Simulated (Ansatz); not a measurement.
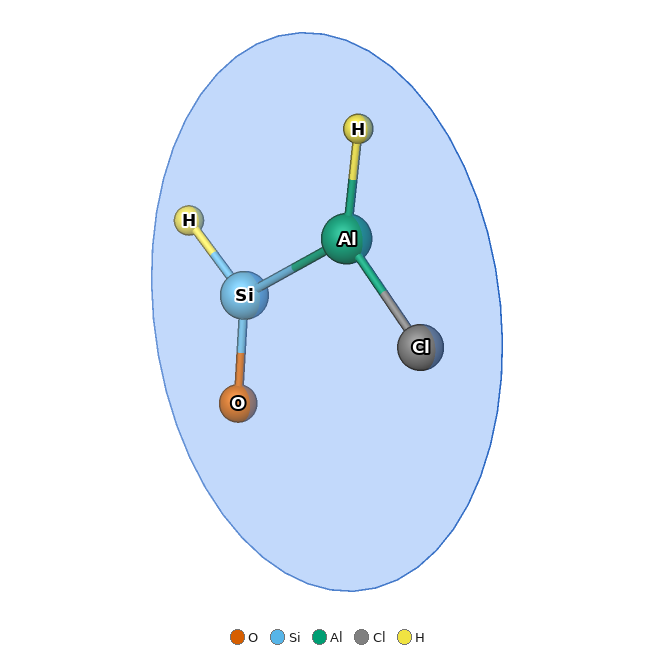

All proper rotation axes (lines) and mirror planes (discs) of the structure are drawn in. Depth is shown by fading: the farther an atom, the more it takes the colour of the background. The computed structure is the end point of a PBE0-D4/def2-TZVP optimisation. No frequency run is at hand to confirm it as a minimum.

Name the symmetry elements and the point group.

It has 1 mirror plane. Point group Cs. The group has 2 operations. The geometry is achiral, and symmetry allows a dipole moment.
